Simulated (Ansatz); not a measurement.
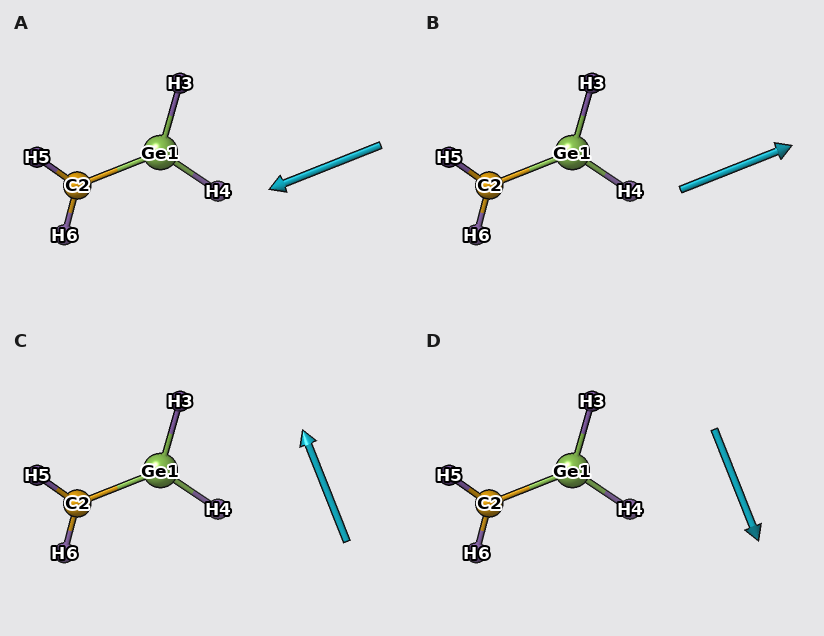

The same molecule four times, each with an arrow. Computed geometry: PBE0-D4/def2-TZVP optimisation. Properties computed with RKS PBE0-D4/def2-TZVP (Ansatz 0.2.0).

> Which arrow points along the dipole moment, from the negative to the positive end?

B. The dipole moment is 0.77 D; it points from the side of H5, H6 to the side of H3, H4 (the outermost atoms at the two ends).
